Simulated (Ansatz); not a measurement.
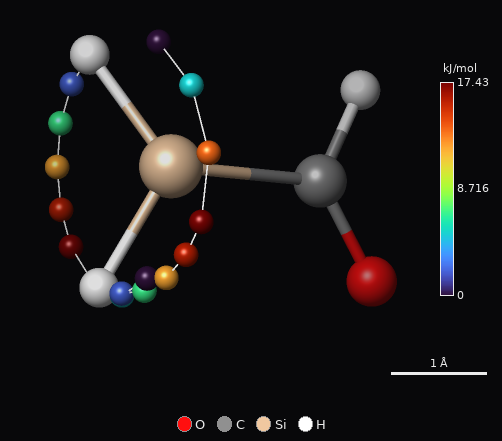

A nudged-elastic-band calculation for CH$_{3}$OSi (multiplicity 2). Images are numbered from 0 (start) to 8 (end). The start is drawn whole; smaller spheres mark the moving atoms (H) in the later images, joined by lines and coloured by the energy of the image relative to the start. A ball-and-stick model, seen at a tilt.

Computed with UKS PBE0-D4/def2-SVP (Ansatz).

The input:
```yaml
crystal:
  periodic: [false, false, false]
  atoms:
    - { symbol: O, position_ang: [-0.478203, -1.592305, 0.932476] }
    - { symbol: C, position_ang: [-0.216808, -0.949348, -0.056207] }
    - { symbol: Si, position_ang: [0.542935, 0.794944, 0.026507] }
    - { symbol: H, position_ang: [-0.39049, -1.376468, -1.08256] }
    - { symbol: H, position_ang: [0.219355, 1.650011, -1.155274] }
    - { symbol: H, position_ang: [0.323212, 1.473176, 1.335049] }
magnetization:
  spin_polarized: true
  initial_magnetization: 1
basis:
  gaussian: { orbitals: def2-SVP }
hamiltonian:
  xc: pbe0
  dispersion: d4
neb:
  order_check: false
  images: 7
  f_tol: 0.03
  max_iterations: 50
  final_atoms:
    - { symbol: O, position_ang: [-0.80032371, -1.4254368, -0.98162607] }
    - { symbol: C, position_ang: [-0.21396119, -0.95052264, -0.03827377] }
    - { symbol: Si, position_ang: [0.52736753, 0.80283355, -0.06624838] }
    - { symbol: H, position_ang: [-0.05671195, -1.54819378, 0.90135459] }
    - { symbol: H, position_ang: [-0.07907312, 1.68855004, -1.10061451] }
    - { symbol: H, position_ang: [0.62270344, 1.43277962, 1.28539913] }
  initial_path:
    images:
      - { positions_ang: [[-0.478203, -1.592305, 0.932476], [-0.216808, -0.949348, -0.056207], [0.542935, 0.794944, 0.026507], [-0.39049, -1.376468, -1.08256], [0.219355, 1.650011, -1.155274], [0.323212, 1.473176, 1.335049]] }
      - { positions_ang: [[-0.66150564, -1.55404838, 0.8236279], [-0.21973222, -0.94785011, -0.05493657], [0.46275774, 0.80714548, 0.03337557], [-0.18223484, -1.43021965, -0.97491132], [0.08828657, 1.6772819, -1.1020566], [0.51242941, 1.44770075, 1.27489201]] }
      - { positions_ang: [[-0.84480829, -1.51579177, 0.7147798], [-0.22265644, -0.94635222, -0.05366614], [0.38258047, 0.81934697, 0.04024414], [0.02602031, -1.48397129, -0.86726264], [-0.04278187, 1.7045528, -1.0488392], [0.70164681, 1.42222551, 1.21473503]] }
      - { positions_ang: [[-1.02811093, -1.47753515, 0.6059317], [-0.22558066, -0.94485432, -0.0523957], [0.30240321, 0.83154845, 0.04711272], [0.23427547, -1.53772294, -0.75961397], [-0.1738503, 1.7318237, -0.99562179], [0.89086422, 1.39675026, 1.15457804]] }
      - { positions_ang: [[-1.21141358, -1.43927853, 0.49708361], [-0.22850489, -0.94335643, -0.05112527], [0.22222595, 0.84374993, 0.05398129], [0.44253063, -1.59147458, -0.65196529], [-0.30491873, 1.7590946, -0.94240439], [1.08008162, 1.37127502, 1.09442106]] }
      - { positions_ang: [[-1.10864111, -1.4358181, 0.12740619], [-0.22486896, -0.94514798, -0.0479124], [0.29851134, 0.83352084, 0.02392387], [0.31771998, -1.58065438, -0.26363532], [-0.24845733, 1.74145846, -0.98195692], [0.96573708, 1.38665117, 1.14216558]] }
      - { positions_ang: [[-1.00586864, -1.43235767, -0.24227123], [-0.22123304, -0.94693953, -0.04469952], [0.37479674, 0.82329174, -0.00613354], [0.19290934, -1.56983418, 0.12469465], [-0.19199593, 1.72382232, -1.02150945], [0.85139253, 1.40202732, 1.18991009]] }
      - { positions_ang: [[-0.90309618, -1.42889723, -0.61194865], [-0.21759712, -0.94873109, -0.04148664], [0.45108213, 0.81306265, -0.03619096], [0.0680987, -1.55901398, 0.51302462], [-0.13553452, 1.70618618, -1.06106198], [0.73704798, 1.41740347, 1.23765461]] }
      - { positions_ang: [[-0.80032371, -1.4254368, -0.98162607], [-0.21396119, -0.95052264, -0.03827377], [0.52736753, 0.80283355, -0.06624838], [-0.05671195, -1.54819378, 0.90135459], [-0.07907312, 1.68855004, -1.10061451], [0.62270344, 1.43277962, 1.28539913]] }
```

Run as
```bash
ansatz run input.yaml --threads 1 --pin off --max-ram 2048MiB --backend cpu --events-out ev --progress --plain --runs-dir out
```

Describe the path and its energy.

The motion is a rotation about the C–Si bond by about 170°. No bond forms or breaks between the ends. Among the angles between lasting bonds that change up to the highest image: C–Si–H 113.8° → 107.4°, C–Si–H 113.3° → 107.4°. The barrier is about 17.4 kJ/mol in both directions, with image 5 at the top; the ends have the same energy. The band converged in 30 iterations. The largest component of the band force went from 57 to 0.013 eV/Å. The climbing image converged on the top of the path. Its vibrational analysis gives one imaginary mode (183i cm⁻¹), as a transition state must have.
